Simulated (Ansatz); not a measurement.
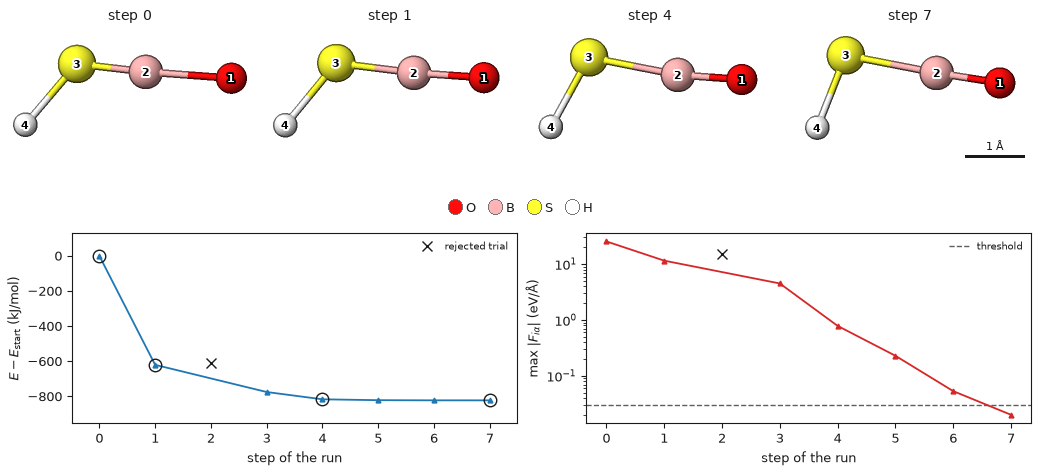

Frames of a relaxation of BHSO, marked on the history of the run. The picture is a ball-and-stick view, seen at a tilt.

It is one of the separated reactants of a reaction.

All numbers below come from RKS PBE-D4/def2-SVP in Ansatz.

Input file:
```yaml
crystal:
  periodic: [false, false, false]
  atoms:
    - {symbol: O, position_ang: [1.345884, -1.115897, 0.969835]}
    - {symbol: B, position_ang: [0.356311, -0.198830, 0.077999]}
    - {symbol: S, position_ang: [-0.410644, 0.549075, -0.681947]}
    - {symbol: H, position_ang: [-1.657785, 0.855693, -0.234485]}
basis:
  gaussian: {orbitals: def2-SVP}
hamiltonian: {xc: pbe, dispersion: d4}
relax: {f_tol: 0.03, max_steps: 250}
```

Launched with:
```bash
ansatz run in.yaml --threads 2 --pin off --events-out ev --progress --plain --max-ram 4352MiB
```

> What happens along the run?

S3 moves most after the best rigid fit: 0.28 Å. By element the largest moves are S 0.28 Å, H 0.24 Å, O 0.22 Å, B 0.21 Å. Among the contacts that change: B2–S3 1.313 → 1.776 Å, O1–B2 1.617 → 1.220 Å, S3–H4 1.360 → 1.365 Å. Bond angles that change, for instance: B2–S3–H4 118.3° → 92.4°. After 6 accepted moves (7 points after the start) the energy has fallen by 822.5 kJ/mol. The largest force component goes from 26 to 0.02 eV/Å. The line search rejected the trial step at point 2 of the run. The run took 5 s on 2 threads of Arm Neoverse V1, with other jobs on the host. From step 0 to 1: B2 moves most (0.16 Å), energy −620.3 kJ/mol. From step 1 to 4: S3 moves most (0.19 Å), energy −196.3 kJ/mol. From step 4 to 7: H4 moves most (0.12 Å), energy −5.92 kJ/mol.

| step | E − E(0), kJ/mol | largest force component, eV/Å | note |
| --- | --- | --- | --- |
| 0 | 0.00 | 25.5020 |  |
| 1 | -620.28 | 11.5508 |  |
| 2 | -611.02 | 15.3065 | rejected |
| 3 | -775.02 | 4.5116 |  |
| 4 | -816.53 | 0.7862 |  |
| 5 | -821.48 | 0.2296 |  |
| 6 | -822.40 | 0.0535 |  |
| 7 | -822.46 | 0.0202 |  |
